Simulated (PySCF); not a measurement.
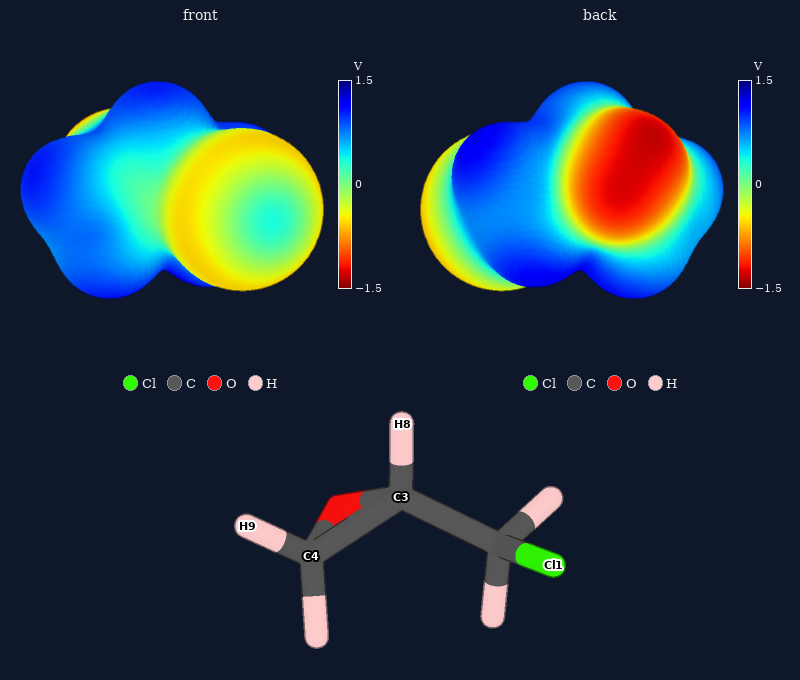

C3H5ClO. The molecular electrostatic potential painted on the density surface at 0.002 e/bohr³, seen from the front and from behind; red is negative and blue positive. The bare structure is drawn below in the same view.

Geometry: PBE0-D3(BJ)/def2-SVP.

These are results of CAM-B3LYP/def2-SVPD, SCF density, gas phase in PySCF, not measurements.

```xyz
10

Cl    2.0702    0.7841    1.0778
C     1.2082   -0.1762   -0.1556
C    -0.1717    0.3695   -0.3749
C    -1.3120   -0.1451    0.3790
O    -1.0851   -0.5295   -0.9609
H     1.1556   -1.2184    0.1874
H     1.8020   -0.1380   -1.0795
H    -0.2124    1.4001   -0.7546
H    -2.1828    0.4998    0.5499
H    -1.1473   -0.9232    1.1358
```

Which sites attract a positive test charge, and which a negative one?

Answer. A positive charge is drawn to the negative regions and a negative charge to the positive ones. The most negative region (about −1.3 V) lies over O5, the most positive (about +1.2 V) over H6 and H7. Cl1 shows a σ-hole: about +0.3 V at the tip opposite its bond, against about −0.5 V on its flanks. O5 is the likeliest acceptor of a hydrogen bond.
